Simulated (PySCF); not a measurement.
# BN₂: frequency calculation

System: BN₂, multiplicity 4.
Method: UKS-based PBE0, B def2-TZVP, N def2-TZVP; non-relativistic Hamiltonian; density fitting (PySCF 2.14.0).

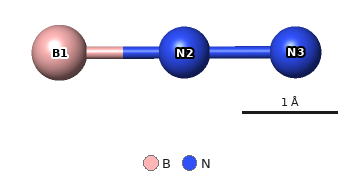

Fig. 1: The structure as given in the input (ball-and-stick view, seen on its broad side; atoms are numbered from 1 in the order of the input). Bond lengths as drawn: B–N 1.31 Å and N–N 1.17 Å.

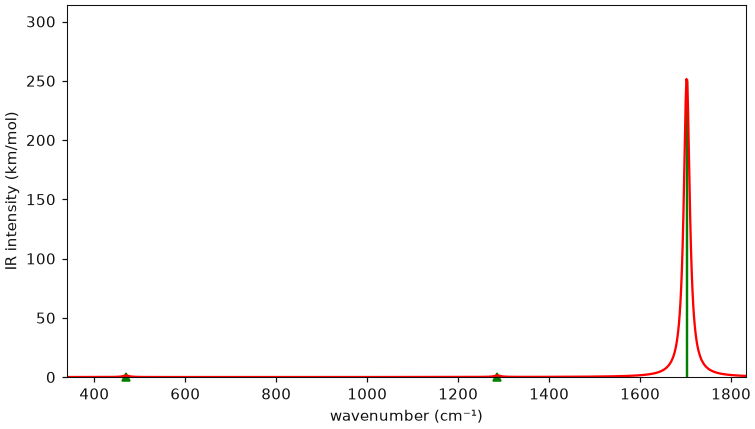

Fig. 2: Harmonic infrared spectrum, unscaled: sticks (degenerate modes added up, dark ones marked on the axis) with a Lorentzian envelope of 16 cm⁻¹ full width, scaled to the tallest stick. 4 modes from 470 to 1703 cm⁻¹, none imaginary. The strongest line is at 1703 cm⁻¹ (251 km/mol). All modes, in cm⁻¹ (km/mol): 470 (0.7), 470 (0.7), 1286 (1.3), 1703 (251).

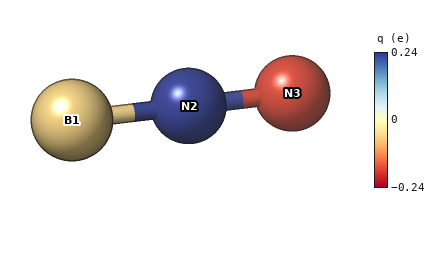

Fig. 3: Mulliken charges, as the colour of each atom (ball-and-stick view, seen at a tilt; atoms are numbered from 1 in the order of the input). By element: B −0.05 and N −0.18 to +0.23 e.

The input that produced these results follows, with the program's output.

Input file
```python
from pyscf import gto, scf, dft
mol = gto.M(atom='''
B      1.363162     0.000000     0.000000
N      0.048972     0.000000     0.000000
N     -1.120698     0.000000     0.000000''',
    basis={'B': 'def2-TZVP', 'N': 'def2-TZVP'},
    charge=0, spin=3)
mf = dft.UKS(mol, xc='PBE0')
mf.grids.atom_grid = (75, 302)
aux = {'B': 'def2-universal-JKFIT', 'N': 'def2-universal-JKFIT'}
mf = mf.density_fit(auxbasis=aux)
mf.conv_tol = 1e-09
mf.diis_space = 10
mf.max_cycle = 60
mf.verbose = 4
mf.kernel()
```

The script is an equivalent of the set-up of the self-consistent field. The run itself was carried out by a driver, which started from the orbitals of the step before it where there was one and computed the further properties.

Launched with:
```bash
OMP_NUM_THREADS=4 python axn.py task.json out
```

The program's output
```
init E= -134.089183099631
  alpha nocc = 11  HOMO = -0.254367886482935  LUMO = 0.0667162126189308
  beta  nocc = 8  HOMO = -0.445868652689778  LUMO = -0.115717036501289
  HOMO = -0.254367886483  LUMO = -0.115717036501  gap/eV = 3.77288
cycle= 1 E= -134.089183099631  delta_E= -3.41e-13  |g|= 5.64e-07  |ddm|= 4.83e-07
  alpha nocc = 11  HOMO = -0.254367822463705  LUMO = 0.0667162895374601
  beta  nocc = 8  HOMO = -0.445868491787288  LUMO = -0.115717121309858
  HOMO = -0.254367822464  LUMO = -0.11571712131  gap/eV = 3.77288
Extra cycle  E= -134.08918309963  delta_E= 9.09e-13  |g|= 9.46e-07  |ddm|= 8.18e-07
converged SCF energy = -134.08918309963  <S^2> = 3.7928983  2S+1 = 4.0213919
```

Key numbers

- outcome: converged
- total energy: −134.089183 hartree
- ⟨S²⟩: 3.793
- zero-point energy: 0.008949 hartree
- dipole moment: 1.49 D
- wavenumbers, lowest and highest: 470 and 1703 cm⁻¹
- hardware: 4 threads of Arm Neoverse N1, 54 GiB of memory available, shared host
- wall time: 27 s (CPU time 67 s)
- peak memory: 0.85 GiB
